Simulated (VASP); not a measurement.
# GePt under strain, part 4 of 4

Aim: follow the pressure of GePt through compression, expansion and shear. All runs use LDA. Left out of this account: 1 further run (fields: a reference on another mesh). The start is a cell from a database of measured crystal structures.

VASP 6.6.1; LDA; plane waves and PAW (Ge_d, Pt).

Still holding for the runs below: Spin-orbit coupling is off here; with elements this heavy it splits and shifts levels by tenths of an eV or more.

So far, pressure (GPa): step 2 (bands, cell as listed) -2.23; step 3 (cell volume +4.0 %) -8.68; step 4 (cell volume +8.0 %) -13.6; step 5 (bands, sheared, principal strains -2.3, -0.2, +2.6 %) -1.72; step 6 (cell volume -4.0 %) 6.08.

## (7) Bands, volume times 0.92

The cell is scaled evenly once more. A prediction first. A parabola through the 4 pressures of evenly scaled cells so far, P = -2.21 -184.0 t +461 t² GPa with t = ln(V/V₁) and V₁ the volume at scale 1, gives 16.34 GPa at t = -0.0834.

File INCAR:

```
SYSTEM = GePt
PREC = Accurate
ENCUT = 410
EDIFF = 1E-06
NELM = 100
ISMEAR = -1
SIGMA = 0.05
LREAL = .FALSE.
ALGO = Normal
GGA = CA
NBANDS = 71
LASPH = .TRUE.
LORBIT = 11
LWAVE = .FALSE.
LCHARG = .FALSE.
KPAR = 8
```

File POSCAR:

```
GePt
1.0
    5.5622354971      0.0000000000      0.0000000000
    0.0000000000      3.5956608905      0.0000000000
    0.0000000000      0.0000000000      5.9172304187
Ge Pt
4 4
Direct
    0.1850000000      0.2500000000      0.5900000000
    0.3150000000      0.7500000000      0.0900000000
    0.6850000000      0.2500000000      0.9100000000
    0.8150000000      0.7500000000      0.4100000000
    0.9995000000      0.2500000000      0.1908000000
    0.5005000000      0.7500000000      0.6908000000
    0.4995000000      0.2500000000      0.3092000000
    0.0005000000      0.7500000000      0.8092000000
```

File KPOINTS:

```
Automatic mesh
0
Gamma
5 8 5
0 0 0
```

File KPOINTS_OPT:

```
Line mode
12
Line-mode
Reciprocal
  0.00000000   0.00000000   0.00000000 GAMMA
  0.00000000  -0.50000000   0.00000000 X

  0.00000000  -0.50000000   0.00000000 X
 -0.50000000  -0.50000000   0.00000000 S

 -0.50000000  -0.50000000   0.00000000 S
 -0.50000000   0.00000000   0.00000000 Y

 -0.50000000   0.00000000   0.00000000 Y
  0.00000000   0.00000000   0.00000000 GAMMA

  0.00000000   0.00000000   0.00000000 GAMMA
  0.00000000   0.00000000  -0.50000000 Z

  0.00000000   0.00000000  -0.50000000 Z
  0.00000000  -0.50000000  -0.50000000 U

  0.00000000  -0.50000000  -0.50000000 U
 -0.50000000  -0.50000000  -0.50000000 R

 -0.50000000  -0.50000000  -0.50000000 R
 -0.50000000   0.00000000  -0.50000000 T

 -0.50000000   0.00000000  -0.50000000 T
  0.00000000   0.00000000  -0.50000000 Z

 -0.50000000   0.00000000   0.00000000 Y
 -0.50000000   0.00000000  -0.50000000 T

  0.00000000  -0.50000000  -0.50000000 U
  0.00000000  -0.50000000   0.00000000 X

 -0.50000000  -0.50000000   0.00000000 S
 -0.50000000  -0.50000000  -0.50000000 R
```

The projector-augmented-wave data sets are Ge_d and Pt (LDA family, release 64).

Launch:

```
> mpirun -np 8 vasp_std
```

What it wrote:

```text
[... set-up lines as in an earlier step ...]
 entering main loop
       N       E                     dE             d eps       ncg     rms          rms(c)
DAV:   1     0.105859208823E+04    0.10586E+04   -0.32909E+04  9226   0.308E+03
DAV:   2     0.141555078998E+03   -0.91704E+03   -0.83611E+03  6390   0.851E+02
DAV:   3    -0.450065423337E+02   -0.18656E+03   -0.17774E+03  6763   0.193E+02
DAV:   4    -0.564045919647E+02   -0.11398E+02   -0.11280E+02  7380   0.559E+01
DAV:   5    -0.566732351962E+02   -0.26864E+00   -0.26852E+00  7100   0.891E+00    0.278E+01
DAV:   6    -0.547205811606E+02    0.19527E+01   -0.41873E+00  7763   0.105E+01    0.130E+01
DAV:   7    -0.544421059246E+02    0.27848E+00   -0.34788E-01  8806   0.584E+00    0.602E+00
DAV:   8    -0.543747298545E+02    0.67376E-01   -0.10879E-01  7705   0.152E+00    0.518E-01
DAV:   9    -0.543733618273E+02    0.13680E-02   -0.99737E-03  8917   0.918E-01    0.291E-01
DAV:  10    -0.543730618747E+02    0.29995E-03   -0.17906E-03  9008   0.301E-01    0.756E-02
DAV:  11    -0.543730462735E+02    0.15601E-04   -0.11497E-04  7150   0.854E-02    0.254E-02
DAV:  12    -0.543730457863E+02    0.48721E-06   -0.89849E-06  8550   0.240E-02
   1 F= -.54373046E+02 E0= -.54365529E+02  d E =-.150339E-01
 Start KPOINTS_OPT (optional k-point list driver)
k-point batch [1-45\144]
       N       E                     dE             ncg
DAV:   1     0.386679471936E+05   -0.41990E+05     9295
DAV:   2    -0.295885767007E+04   -0.41627E+05     6390
DAV:   3    -0.114048239066E+05   -0.84460E+04     6765
DAV:   4    -0.119211859123E+05   -0.51636E+03     7429
DAV:   5    -0.119342586813E+05   -0.13073E+02     7198
DAV:   6    -0.119348109620E+05   -0.55228E+00     7844
DAV:   7    -0.119348359809E+05   -0.25019E-01     7653
DAV:   8    -0.119348373515E+05   -0.13706E-02     7990
DAV:   9    -0.119348374207E+05   -0.69207E-04     5784
DAV:  10    -0.119348374247E+05   -0.39657E-05     4554
DAV:  11    -0.119348374252E+05   -0.48996E-06     4070
[...]
k-point batch [136-144\144]
       N       E                     dE             ncg
DAV:   1     0.784687423997E+05   -0.18606E+05     1856
DAV:   2     0.701502690413E+05   -0.83185E+04     1278
DAV:   3     0.684381990729E+05   -0.17121E+04     1352
DAV:   4     0.683331494151E+05   -0.10505E+03     1406
DAV:   5     0.683304272590E+05   -0.27222E+01     1413
DAV:   6     0.683303132749E+05   -0.11398E+00     1546
DAV:   7     0.683303076906E+05   -0.55842E-02     1517
DAV:   8     0.683303073757E+05   -0.31497E-03     1628
DAV:   9     0.683303073638E+05   -0.11835E-04     1070
DAV:  10     0.683303073631E+05   -0.72994E-06      859
```

Run time: 52 s. Hardware: 8 MPI ranks of Intel Xeon 6975P-C (Granite Rapids), shared host; peak memory 3.6 GiB.

From OUTCAR (step 7):

```text
   ENCUT  =  410.0 eV  30.13 Ry    5.49 a.u.   9.18  5.94  9.77*2*pi/ulx,y,z

   NELECT =      96.0000    total number of electrons

 E-fermi :  11.1096

 k-point     1 :       0.0000    0.0000    0.0000
  band No.  band energies     occupation
    ...
     44       8.0360      2.00000
     45       8.2467      2.00000
     46       9.2269      2.00000
     47       9.5027      2.00000
     48       9.9432      2.00000
     49      11.7662      0.00000
     50      12.3830      0.00000
     51      14.1653      0.00000
     52      14.3489      0.00000
     53      14.5729      0.00000
    ...

  Total       12.7411265     12.7798677     11.9102674      0.0000000      0.0000000      0.0000000
  in kB      172.4931412    173.0176308    161.2447240      0.0000000      0.0000000      0.0000000
  external PRESSURE =     168.9184987 kB  Pullay stress =       0.0000000 kB

 POSITION                                       TOTAL-FORCE (eV/Angst)
 -----------------------------------------------------------------------------------
      1.02901      0.89892      3.49117        -0.170946     -0.000000     -0.080532
      1.75210      2.69675      0.53255         0.170946      0.000000     -0.080532
      3.81013      0.89892      5.38468        -0.170946     -0.000000      0.080532
      4.53322      2.69675      2.42606         0.170946     -0.000000      0.080532
      5.55945      0.89892      1.12901         0.293020     -0.000000     -0.164305
      2.78390      2.69675      4.08762        -0.293020     -0.000000     -0.164305
      2.77834      0.89892      1.82961         0.293020      0.000000      0.164305
      0.00278      2.69675      4.78822        -0.293020      0.000000      0.164305
 -----------------------------------------------------------------------------------
    total drift:                                0.000000     -0.000000      0.000000

  FREE ENERGIE OF THE ION-ELECTRON SYSTEM (eV)
  ---------------------------------------------------
  free  energy   TOTEN  =       -54.3730457863 eV

  energy  without entropy=      -54.3580118790  energy(sigma->0) =      -54.36552883

[... 5 parts as in an earlier step ...]

[... 11 further parts left out ...]
```

This step gave:

* electronic steps: 12
* free energy (TOTEN): -54.3730 eV
* energy at zero smearing: -54.3655 eV
* Fermi energy: 11.11 eV
* pressure: 16.89 GPa

The electronic bands at the labelled points (eV, zero at the Fermi level; # counts the bands kept):

| point | #21 | #22 | #23 | #24 | #25 | #26 | #27 | #28 |
| --- | --- | --- | --- | --- | --- | --- | --- | --- |
| Γ | -2.86 | -1.88 | -1.61 | -1.17 | 0.66 | 1.27 | 3.06 | 3.24 |
| X | -2.91 | -2.91 | -1.94 | -1.94 | -0.14 | -0.14 | 2.27 | 2.27 |
| S | -2.20 | -2.20 | -2.20 | -2.20 | 0.75 | 0.75 | 0.75 | 0.75 |
| Y | -2.82 | -2.82 | 0.07 | 0.07 | 1.22 | 1.22 | 2.41 | 2.41 |
| Γ | -2.86 | -1.88 | -1.61 | -1.17 | 0.66 | 1.27 | 3.06 | 3.24 |
| Z | -2.15 | -2.15 | -0.01 | -0.01 | 0.99 | 0.99 | 2.06 | 2.06 |
| U | -2.87 | -2.87 | -2.48 | -2.48 | 0.49 | 0.49 | 1.38 | 1.38 |
| R | -2.81 | -2.81 | -2.81 | -2.81 | 2.65 | 2.65 | 2.65 | 2.65 |
| T | -1.57 | -1.57 | 0.67 | 0.67 | 2.00 | 2.00 | 2.66 | 2.66 |
| Z | -2.15 | -2.15 | -0.01 | -0.01 | 0.99 | 0.99 | 2.06 | 2.06 |
| jump to Y | -2.82 | -2.82 | 0.07 | 0.07 | 1.22 | 1.22 | 2.41 | 2.41 |
| T | -1.57 | -1.57 | 0.67 | 0.67 | 2.00 | 2.00 | 2.66 | 2.66 |
| jump to U | -2.87 | -2.87 | -2.48 | -2.48 | 0.49 | 0.49 | 1.38 | 1.38 |
| X | -2.91 | -2.91 | -1.94 | -1.94 | -0.14 | -0.14 | 2.27 | 2.27 |
| jump to S | -2.20 | -2.20 | -2.20 | -2.20 | 0.75 | 0.75 | 0.75 | 0.75 |
| R | -2.81 | -2.81 | -2.81 | -2.81 | 2.65 | 2.65 | 2.65 | 2.65 |

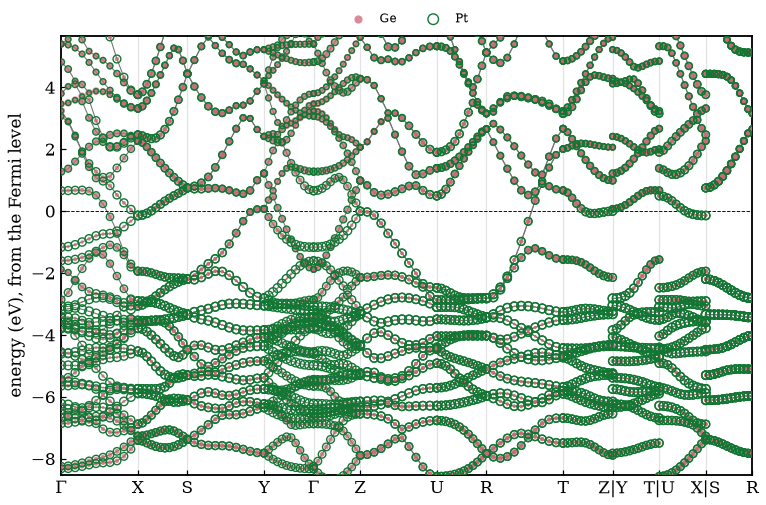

Electronic bands along the path; dots are coloured as in the legend, and their area grows with the weight.

Force by atom:

| atom | x (eV/Å) | y (eV/Å) | z (eV/Å) | size |
| --- | --- | --- | --- | --- |
| Ge1 | -0.171 | 0.000 | -0.081 | 0.189 |
| Ge2 | 0.171 | 0.000 | -0.081 | 0.189 |
| Ge3 | -0.171 | 0.000 | 0.081 | 0.189 |
| Ge4 | 0.171 | 0.000 | 0.081 | 0.189 |
| Pt5 | 0.293 | 0.000 | -0.164 | 0.336 |
| Pt6 | -0.293 | 0.000 | -0.164 | 0.336 |
| Pt7 | 0.293 | 0.000 | 0.164 | 0.336 |
| Pt8 | -0.293 | 0.000 | 0.164 | 0.336 |

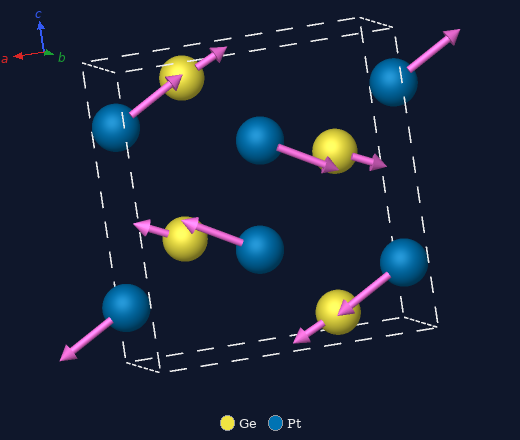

Force as arrows, the longest 0.336 eV/Å. Some periodic images of atoms are drawn too.

 The pressure is 16.89 GPa. The parabola predicted 16.34 GPa, -0.55 GPa off.

## (8) Bands, atoms displaced by up to 0.19 Å

The atoms are moved off their sites at random, as a crude picture of disorder.

INCAR is that of step 7.

File POSCAR:

```
GePt
1.0
    5.7190000000      0.0000000000      0.0000000000
    0.0000000000      3.6970000000      0.0000000000
    0.0000000000      0.0000000000      6.0840000000
Ge Pt
4 4
Direct
    0.1806300000      0.2303940000      0.5960680000
    0.3180790000      0.7707920000      0.0964370000
    0.6766950000      0.2129200000      0.9298390000
    0.8181660000      0.7336510000      0.4106380000
    1.0166220000      0.2430330000      0.2172630000
    0.4854340000      0.7336090000      0.7119410000
    0.5155150000      0.2234460000      0.3089000000
    0.0171870000      0.7774740000      0.7904480000
```

KPOINTS is that of step 7.

KPOINTS_OPT is that of step 7.

Launch:

```
> mpirun -np 8 vasp_std
```

What it wrote:

```text
[... set-up lines as in an earlier step ...]
 entering main loop
       N       E                     dE             d eps       ncg     rms          rms(c)
DAV:   1     0.107503429623E+04    0.10750E+04   -0.33308E+04 20507   0.302E+03
DAV:   2     0.145412857746E+03   -0.92962E+03   -0.84857E+03 14342   0.868E+02
DAV:   3    -0.437430704209E+02   -0.18916E+03   -0.17975E+03 15238   0.192E+02
DAV:   4    -0.559119785069E+02   -0.12169E+02   -0.12032E+02 16495   0.579E+01
DAV:   5    -0.562058123359E+02   -0.29383E+00   -0.29369E+00 15919   0.944E+00    0.232E+01
DAV:   6    -0.543282762598E+02    0.18775E+01   -0.46834E+00 17329   0.107E+01    0.108E+01
DAV:   7    -0.540683605492E+02    0.25992E+00   -0.46190E-01 19758   0.602E+00    0.553E+00
DAV:   8    -0.539976378966E+02    0.70723E-01   -0.13963E-01 17501   0.321E+00    0.718E-01
DAV:   9    -0.539946338905E+02    0.30040E-02   -0.14366E-02 18856   0.109E+00    0.387E-01
DAV:  10    -0.539935301781E+02    0.11037E-02   -0.41244E-03 19843   0.616E-01    0.157E-01
DAV:  11    -0.539934989213E+02    0.31257E-04   -0.80757E-04 16228   0.207E-01    0.519E-02
DAV:  12    -0.539934878806E+02    0.11041E-04   -0.79995E-05 19278   0.971E-02    0.296E-02
DAV:  13    -0.539934846777E+02    0.32029E-05   -0.15889E-05 18278   0.498E-02    0.856E-03
DAV:  14    -0.539934848459E+02   -0.16815E-06   -0.36793E-06 13463   0.207E-02
   1 F= -.53993485E+02 E0= -.53981926E+02  d E =-.231170E-01
 Start KPOINTS_OPT (optional k-point list driver)
k-point batch [1-101\144]
       N       E                     dE             ncg
DAV:   1     0.772103950868E+05   -0.99349E+05    20587
DAV:   2    -0.169243142964E+05   -0.94135E+05    14366
DAV:   3    -0.358805444215E+05   -0.18956E+05    15157
DAV:   4    -0.370834006483E+05   -0.12029E+04    16505
DAV:   5    -0.371137691453E+05   -0.30368E+02    15977
DAV:   6    -0.371150434574E+05   -0.12743E+01    17989
DAV:   7    -0.371150934105E+05   -0.49953E-01    16754
DAV:   8    -0.371150962633E+05   -0.28527E-02    18487
DAV:   9    -0.371150963992E+05   -0.13591E-03    12732
DAV:  10    -0.371150964066E+05   -0.74457E-05    10013
DAV:  11    -0.371150964078E+05   -0.11470E-05     9209
DAV:  12    -0.371150964082E+05   -0.44890E-06     9110
k-point batch [102-144\144]
       N       E                     dE             ncg
DAV:   1     0.131590429435E+06   -0.58541E+05     8709
DAV:   2     0.913157474212E+05   -0.40275E+05     6106
DAV:   3     0.832058075072E+05   -0.81099E+04     6451
DAV:   4     0.826875586674E+05   -0.51825E+03     7052
DAV:   5     0.826744032897E+05   -0.13155E+02     6821
DAV:   6     0.826738553584E+05   -0.54793E+00     7607
DAV:   7     0.826738340154E+05   -0.21343E-01     7188
DAV:   8     0.826738328407E+05   -0.11747E-02     7821
DAV:   9     0.826738327831E+05   -0.57642E-04     5455
DAV:  10     0.826738327799E+05   -0.31466E-05     4246
DAV:  11     0.826738327794E+05   -0.48109E-06     3922
```

Wall time 77 s (8 MPI ranks); peak memory 6.6 GiB; 8.6 min of CPU time.

Parts of OUTCAR (step 8):

```text
   NELECT =      96.0000    total number of electrons

 E-fermi :   9.6003

 k-point     1 :       0.0000    0.0000    0.0000
  band No.  band energies     occupation
    ...
     44       6.9714      2.00000
     45       7.2445      2.00000
     46       8.0930      2.00000
     47       8.3011      2.00000
     48       8.9140      2.00000
     49      10.5352      0.00000
     50      10.6466      0.00000
     51      12.2898      0.00000
     52      12.7600      0.00000
     53      13.0198      0.00000
    ...

  Total        1.2837889      3.1244592      1.4134027      2.0789478     -0.6177262     -0.9319961
  in kB       15.9898889     38.9158645     17.6042590     25.8937781     -7.6939230    -11.6082281
  external PRESSURE =      24.1700041 kB  Pullay stress =       0.0000000 kB

 POSITION                                       TOTAL-FORCE (eV/Angst)
 -----------------------------------------------------------------------------------
      1.03302      0.85177      3.62648         1.451989      1.914973     -1.086057
      1.81909      2.84962      0.58672        -0.519184     -1.296944     -0.058378
      3.87002      0.78717      5.65714         0.891552      0.647291     -0.582747
      4.67909      2.71231      2.49832        -0.736095      0.185531      0.775880
      0.09506      0.89849      1.32183        -0.151397      0.112516     -1.431656
      2.77620      2.71215      4.33145         1.573284     -0.680434     -0.848623
      2.94823      0.82608      1.87935        -0.306379      0.742677      1.142990
      0.09829      2.87432      4.80909        -2.203769     -1.625610      2.088590
 -----------------------------------------------------------------------------------
    total drift:                                0.002557      0.003611      0.000969

  FREE ENERGIE OF THE ION-ELECTRON SYSTEM (eV)
  ---------------------------------------------------
  free  energy   TOTEN  =       -53.9934848459 eV

  energy  without entropy=      -53.9703678496  energy(sigma->0) =      -53.98192635

[... 5 parts as in an earlier step ...]

[... 12 further parts left out ...]
```

Numbers from this step:

* electronic steps: 14
* irreducible k points: 101
* symmetry operations: 1
* free energy (TOTEN): -53.9935 eV
* energy at zero smearing: -53.9819 eV
* Fermi energy: 9.600 eV
* pressure: 2.417 GPa

Electronic bands along the path, in eV, zero at the Fermi level; # counts the bands kept:

| point | #22 | #23 | #24 | #25 | #26 | #27 | #28 | #29 |
| --- | --- | --- | --- | --- | --- | --- | --- | --- |
| Γ | -2.36 | -1.51 | -1.30 | -0.69 | 0.94 | 1.05 | 2.69 | 3.16 |
| X | -2.62 | -2.52 | -1.50 | -1.24 | -0.30 | -0.21 | 1.97 | 2.04 |
| S | -2.00 | -1.86 | -1.77 | -1.72 | 0.20 | 0.42 | 0.70 | 0.75 |
| Y | -2.63 | -2.51 | -0.31 | 0.15 | 1.21 | 1.55 | 2.33 | 2.48 |
| Γ | -2.36 | -1.51 | -1.30 | -0.69 | 0.94 | 1.05 | 2.69 | 3.16 |
| Z | -1.58 | -1.45 | -0.10 | 0.12 | 0.84 | 1.26 | 2.20 | 2.23 |
| U | -2.65 | -2.56 | -2.27 | -2.02 | 0.34 | 0.55 | 1.11 | 1.19 |
| R | -2.70 | -2.65 | -2.54 | -2.43 | 2.02 | 2.27 | 2.54 | 2.66 |
| T | -1.09 | -0.82 | 0.53 | 0.86 | 1.75 | 2.05 | 2.65 | 2.76 |
| Z | -1.58 | -1.45 | -0.10 | 0.12 | 0.84 | 1.26 | 2.20 | 2.23 |
| jump to Y | -2.63 | -2.51 | -0.31 | 0.15 | 1.21 | 1.55 | 2.33 | 2.48 |
| T | -1.09 | -0.82 | 0.53 | 0.86 | 1.75 | 2.05 | 2.65 | 2.76 |
| jump to U | -2.65 | -2.56 | -2.27 | -2.02 | 0.34 | 0.55 | 1.11 | 1.19 |
| X | -2.62 | -2.52 | -1.50 | -1.24 | -0.30 | -0.21 | 1.97 | 2.04 |
| jump to S | -2.00 | -1.86 | -1.77 | -1.72 | 0.20 | 0.42 | 0.70 | 0.75 |
| R | -2.70 | -2.65 | -2.54 | -2.43 | 2.02 | 2.27 | 2.54 | 2.66 |

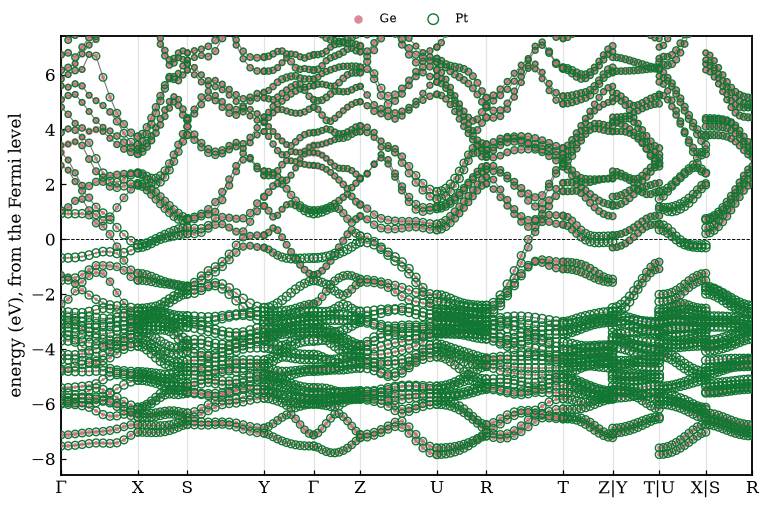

Electronic bands along the path; dots are coloured as in the legend, and their area grows with the weight.

Force by atom:

| atom | x (eV/Å) | y (eV/Å) | z (eV/Å) | size |
| --- | --- | --- | --- | --- |
| Ge1 | 1.45 | 1.91 | -1.09 | 2.64 |
| Ge2 | -0.52 | -1.30 | -0.06 | 1.40 |
| Ge3 | 0.89 | 0.65 | -0.58 | 1.25 |
| Ge4 | -0.74 | 0.19 | 0.78 | 1.09 |
| Pt5 | -0.15 | 0.11 | -1.43 | 1.44 |
| Pt6 | 1.57 | -0.68 | -0.85 | 1.91 |
| Pt7 | -0.31 | 0.74 | 1.14 | 1.40 |
| Pt8 | -2.20 | -1.63 | 2.09 | 3.44 |

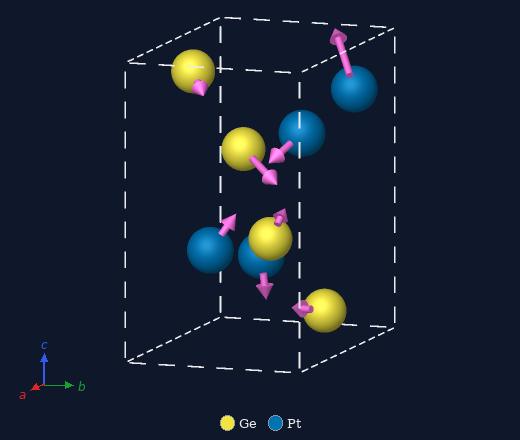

Force as arrows, the longest 3.44 eV/Å.

 The pressure is 2.42 GPa, and the symmetry operations fall from 8 to 1.

## (9) The runs together

| cell | mesh | pressure (GPa) | gap (eV) |
| --- | --- | --- | --- |
| cell as listed | 5×8×5 | -2.23 | none |
| volume times 1.04 | 5×8×5 | -8.68 | none |
| volume times 1.08 | 5×8×5 | -13.65 | none |
| sheared, principal strains -2.3, -0.2, +2.6 % | 5×8×5 | -1.72 | none |
| volume times 0.96 | 5×8×5 | 6.08 | none |
| volume times 0.92 | 5×8×5 | 16.89 | none |
| atoms displaced by up to 0.19 Å | 5×8×5 | 2.42 | none |

## (10) Outcome

```yaml
pressure_cell_as_listed: -2.23 GPa
pressure_volume_times_1p04: -8.68 GPa
pressure_volume_times_1p08: -13.6 GPa
pressure_sheared_principal_strains_minus_2p3_minus_0p2_plus_2p6: -1.72 GPa
pressure_volume_times_0p96: 6.08 GPa
pressure_volume_times_0p92: 16.9 GPa
pressure_atoms_displaced_by_up_to_0p19_a: 2.42 GPa
bulk_modulus_at_the_listed_volume_shape_and_positions_held: 186 GPa
```

In words: The slope of pressure against ln V at the listed volume gives a bulk modulus of 186 GPa at fixed shape and positions, an upper bound since the atoms bear forces. The atoms were not relaxed in the changed cells. Spin-orbit coupling is left out, and with elements this heavy it would split and shift bands near the Fermi level.

[Lines on the potential files, build, host, timing and source positions are cut from VASP's logs without a mark.]

[Logs are printed without paths, hosts, clocks, repeated set-up lines and the standing remarks that a program may print on its own settings, such as how far it seeks lower states.]

[Hosts, paths, dates, database ids (printed as entryN), source tags and the programs' standing remarks are cut or masked in the printed files.]

[A measured line is paired with the nearest computed mode of its activity, which favours agreement.]

[Band numbers marked # count the bands kept; VASP's own numbers are higher by 23 or 24.]
